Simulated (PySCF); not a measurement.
**FCI/STO-3G run of SnH2Cl (SMILES [Cl][SnH2])**

What is the energy change on altering one bond length of SnH2Cl at FCI/STO-3G? The job is set up through a Python script.

The calculation is run with PySCF 2.14.0.

7 further runs of the same task are left out: 1 that didn't finish, 6 set aside as unsound or not needed.

### Step 1. The molecule

The species is SnH2Cl (4 atoms), meant as a doublet with charge 0. SMILES: `[Cl][SnH2]`. The coordinates come from a PBE0-D4/def2-TZVP relaxation.

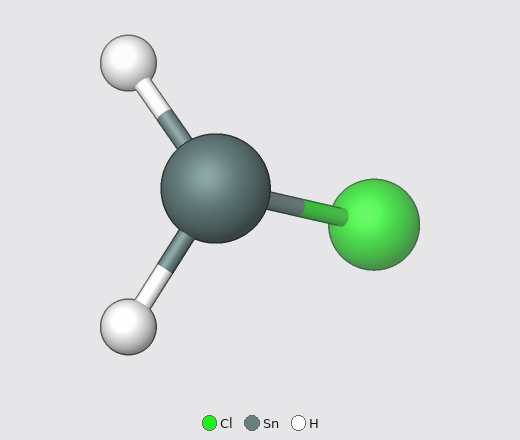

Viewed from a chosen angle; chlorine green, tin teal, hydrogen white.

### Step 2. A single-point energy at FCI/STO-3G

Input file run.py:

```python
from pyscf import gto, scf, mcscf

system = gto.M(
    atom=[
    ('Cl', (-1.882600, 0.398400, -0.585000)),
    ('Sn', (0.380000, -0.179600, -0.397100)),
    ('H', (0.412500, -1.500000, 0.709600)),
    ('H', (1.145500, 1.221000, 0.252100)),
],
    basis='sto-3g',
    verbose=4,
    spin=1,
    charge=0,
    max_memory=1860,
)

myscf = scf.ROHF(system)
myscf.conv_tol = 1e-10
myscf.kernel()
if not myscf.converged:
    myscf = myscf.newton().run(myscf.mo_coeff, myscf.mo_occ)

cas = mcscf.CASCI(myscf, myscf.mo_coeff.shape[-1] - 23, (system.nelec[0] - 23, system.nelec[1] - 23))  # full CI above the frozen core
cas.fix_spin_(ss=0.75)
cas.kernel()
e_tot = cas.e_tot
print('E = %.10f Eh' % e_tot)
```

Run with:

```console
OMP_NUM_THREADS=1 python run.py
```

What it wrote:

```text
PySCF version 2.14.0

[INPUT] num. atoms = 4
[INPUT] num. electrons = 69
[INPUT] charge = 0
[INPUT] spin (= nelec alpha-beta = 2S) = 1
[INPUT] symmetry False subgroup None
[INPUT] Mole.unit = angstrom
[INPUT] Symbol           X                Y                Z      unit          X                Y                Z       unit  Magmom
[INPUT]  1 Cl    -1.882600000000   0.398400000000  -0.585000000000 AA   -3.557598402106   0.752866888027  -1.105489782871 Bohr   0.0
[INPUT]  2 Sn     0.380000000000  -0.179600000000  -0.397100000000 AA    0.718095927335  -0.339394811972  -0.750410244065 Bohr   0.0
[INPUT]  3 H      0.412500000000  -1.500000000000   0.709600000000 AA    0.779512026383  -2.834589186848   1.340949657991 Bohr   0.0
[INPUT]  4 H      1.145500000000   1.221000000000   0.252100000000 AA    2.164681275689   2.307355598094   0.476399956003 Bohr   0.0

nuclear repulsion = 228.427548592441
number of shells = 18
number of NR pGTOs = 114
number of NR cGTOs = 38
basis = sto-3g
ecp = {}

******** <class 'pyscf.scf.rohf.ROHF'> ********
method = ROHF
initial guess = minao
damping factor = 0
level_shift factor = 0
DIIS = <class 'pyscf.scf.diis.CDIIS'>
diis_start_cycle = 1
diis_space = 8
diis_damp = 0
SCF conv_tol = 1e-10
SCF conv_tol_grad = None
SCF max_cycles = 50
direct_scf = True
direct_scf_tol = 1e-13
num. doubly occ = 34  num. singly occ = 1
Set gradient conv threshold to 1e-05
init E= -6401.55695307147
  HOMO = -0.406503515130438  LUMO = -0.160381308424207  gap/eV = 6.69733
cycle= 1 E= -6419.03997120754  delta_E= -17.5  |g|= 0.27  |ddm|= 1.69
  HOMO = -0.0327000313577118  LUMO = 0.325289241688526  gap/eV = 9.74138
cycle= 2 E= -6419.07535616828  delta_E= -0.0354  |g|= 0.0286  |ddm|= 0.416
  HOMO = -0.05885271590219  LUMO = 0.307792006878885  gap/eV = 9.97691
cycle= 3 E= -6419.07616986392  delta_E= -0.000814  |g|= 0.00597  |ddm|= 0.0753
  HOMO = -0.0576486620289527  LUMO = 0.308569703957075  gap/eV = 9.96531
cycle= 4 E= -6419.0762060182  delta_E= -3.62e-05  |g|= 0.000756  |ddm|= 0.0168
  HOMO = -0.057680275325019  LUMO = 0.308498899759197  gap/eV = 9.96424
cycle= 5 E= -6419.07620653116  delta_E= -5.13e-07  |g|= 8.16e-05  |ddm|= 0.00209
  HOMO = -0.057641240139276  LUMO = 0.308502705726145  gap/eV = 9.96328
cycle= 6 E= -6419.07620653605  delta_E= -4.89e-09  |g|= 1.02e-05  |ddm|= 0.000174
  HOMO = -0.0576461710499561  LUMO = 0.308503354637518  gap/eV = 9.96344
cycle= 7 E= -6419.07620653617  delta_E= -1.18e-10  |g|= 1.91e-06  |ddm|= 3.03e-05
  HOMO = -0.0576455948898615  LUMO = 0.308503298597678  gap/eV = 9.96342
cycle= 8 E= -6419.07620653617  delta_E= -1.82e-12  |g|= 5.42e-07  |ddm|= 5.64e-06
  HOMO = -0.0576456070663079  LUMO = 0.308503281231241  gap/eV = 9.96342
Extra cycle  E= -6419.07620653617  delta_E= -1.82e-12  |g|= 2.42e-07  |ddm|= 1.42e-06
converged SCF energy = -6419.07620653617

******** <class 'pyscf.mcscf.casci.CASCI'> ********
CAS (12e+11e, 15o), ncore = 23, nvir = 0
natorb = False
canonicalization = True
sorting_mo_energy = False
******** <class 'pyscf.fci.addons.SpinPenaltyFCISolver'> ********
max. cycles = 200
conv_tol = 1e-08
davidson only = True
linear dependence = 1e-12
level shift = 0.001
max iter space = 12
nroots = 1
pspace_size = 400
spin = None
Density matrix diagonal elements [1.998998   1.99941837 1.99981672 1.99987416 1.99980873 1.99958484
 1.97943695 1.97192703 1.97943547 1.99506672 1.98951815 1.00261778
 0.02012661 0.03536459 0.02900589]
CASCI converged
CASCI E = -6419.12314761366  E(CI) = -117.740113091640  S^2 = 0.7500000
E = -6419.1231476137 Eh
```

It took 24 s on 1 thread of Arm Neoverse V2, shared host; peak memory 0.24 GiB.

### Step 3. The distorted shape at the same level

Input file job.py:

```python
from pyscf import gto, scf, mcscf

mol = gto.Mole()
mol.atom = '''
Cl  -1.921601   1.982909  -1.913064
Sn   0.340999   1.404909  -1.725164
H    0.412500  -1.500000   0.709600
H    1.106499   2.805509  -1.075964
'''
mol.basis = 'sto-3g'
mol.spin = 1
mol.verbose = 3
mol.max_memory = 1860
mol.build()

myscf = scf.ROHF(mol)
myscf.conv_tol = 1e-10
myscf.kernel()
if not myscf.converged:
    myscf = myscf.newton().run(myscf.mo_coeff, myscf.mo_occ)

cas = mcscf.CASCI(myscf, myscf.mo_coeff.shape[-1] - 23, (mol.nelec[0] - 23, mol.nelec[1] - 23))  # full CI above the frozen core
cas.fix_spin_(ss=0.75)
cas.kernel()
e_tot = cas.e_tot
print('E = %.10f Eh' % e_tot)
```

Run with:

```console
OMP_NUM_THREADS=1 python job.py
```

What it wrote:

```text
converged SCF energy = -6418.9476790771
CASCI E = -6418.99428462194  E(CI) = -114.799960823500  S^2 = 0.7500000
E = -6418.9942846219 Eh
```

Wall time 33 s (1 thread of Arm Neoverse V2, shared host); peak memory 0.26 GiB.

### Step 4. Summary of results

Level: FCI/STO-3G, 23 core orbitals frozen.

| quantity | value |
| --- | --- |
| first shape: total energy | -6419.12315 Eh |
| first shape: dipole moment (Hartree–Fock density) | 4.01 D |
| first shape: correlation energy (23 core orbitals frozen) | -46.9 mEh |
| distorted shape: total energy | -6418.99428 Eh |
| distorted shape: dipole moment (Hartree–Fock density) | 3.09 D |
| distorted shape: correlation energy (23 core orbitals frozen) | -46.6 mEh |
| energy change with the Sn2–H3 bond stretched from 1.723 to 3.791 Å | 3.507 eV |

With the Sn2–H3 bond stretched from 1.723 to 3.791 Å the energy rises by 3.51 eV (81 kcal/mol). The first shape isn't relaxed at this level, so the change isn't measured from a minimum. The minimal basis adds a large error of its own. Mulliken charges (first shape) of the mean-field density run from -0.46 on Cl1 to +0.79 on Sn2; they depend strongly on the basis. Relativity is left out (first shape) although the molecule holds a heavy atom. Mulliken charges (distorted shape) of the mean-field density run from -0.48 on Cl1 to +0.69 on Sn2. Relativity is left out (distorted shape) although the molecule holds a heavy atom.
